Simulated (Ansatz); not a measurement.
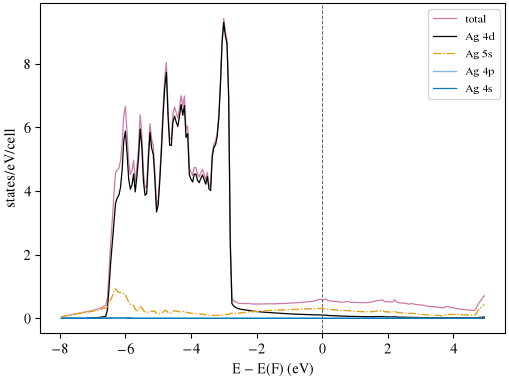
Figure: Total and projected density of states of Ag (hcp (Mg type), P6_3/mmc), the program Ansatz at the PBEsol level (PAW)

**Question.** Which orbitals carry the states next to the Fermi level?

**Answer.** Within 0.5 eV of the Fermi level: Ag 5s 53 %, Ag 4d 18 %, outside the projected shells 29 %. Projections are on Löwdin-orthogonalised atomic valence shells; empty p or d shells of many metals are not among them.

**Question.** Where is the tallest occupied peak in this window, and what makes it?

**Answer.** Near -3.0 eV, about 9.4 states/eV per cell; the largest projected share is Ag 4d.

The first step of the workflow began from a Materials Project structure, measured or hypothetical; the Crystallography Open Database files this formula in space group No. 194, but the cells were not matched. It is not the phase usual at ambient conditions (space group No. 225). The PBEsol relaxation kept the symmetry of its start; its stability against distortions is not shown here. The run is not spin-polarised. Scalar-relativistic: spin–orbit coupling is off unless named, which matters more the heavier the elements.

Potentials: the earlier of the program's two PAW sets. The files were generated under PBE; for other functionals the program regenerates the frozen cores, and for LDA and PBEsol the local potential too.
